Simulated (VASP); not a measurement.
Band structure of ZnSe (space group F-43m). These are PBE GGA, VASP's PBE PAW potentials (set 64) (plane waves; VASP) values and carry that method's errors.

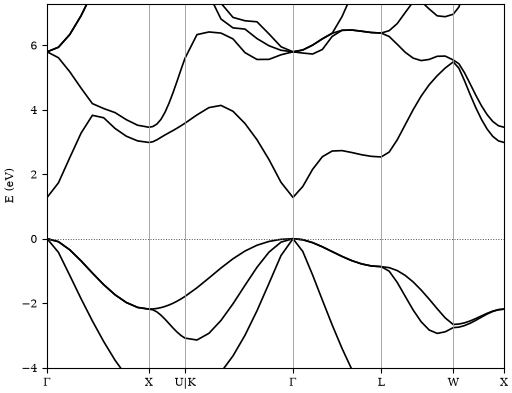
Figure. Bands along high-symmetry lines, zero at the valence-band maximum or, without a gap, the Fermi level

### Question
Read the plot: is there a gap, and where are the band edges?

### Answer
The gap is direct, 1.28 eV, from the valence maximum at Γ to the conduction minimum at Γ.

The structure is a typed ZnSe crystal (F-43m). The cell was not relaxed at this level.
